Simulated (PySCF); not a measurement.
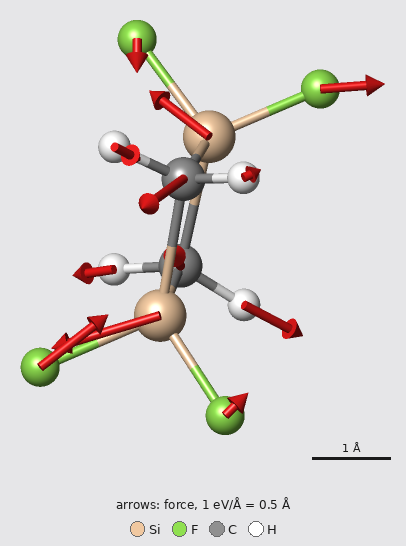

Starting geometry of C2H4F4Si2 with the computed forces as red arrows. Style: ball-and-stick. Shown from a free direction.

The start comes from GFN2-xTB. Its atoms were then displaced at random by about 0.03 Å.

Theory: PySCF, PBE0-D3(BJ)/def2-SVP geometry optimisation, gas phase. 

### What follows when this structure is relaxed?

It isn't relaxed: the largest force vector, on a Si atom, is 2.98 eV/Å. The final displacements follow the starting forces only in part (cosine between the two patterns 0.51). The largest move after the best rigid fit is that of an F atom, 0.18 Å. By element the largest moves are F 0.18 Å, C 0.09 Å, Si 0.08 Å, H 0.07 Å. Among the contacts that change: F–Si 1.700 → 1.613 Å, C–Si 1.935 → 1.875 Å, C–Si 1.816 → 1.875 Å, C–H 1.051 → 1.101 Å. Among the angles between lasting bonds that change: F–Si–F 96.2° → 107.0°, F–Si–C 123.0° → 114.1°, H–C–H 99.7° → 108.5°. Over 10 geometry steps the energy falls by 0.599 eV. Cost: 120 s on 1 thread of AMD EPYC 7R43 64-Core Processor, with other jobs on the host.
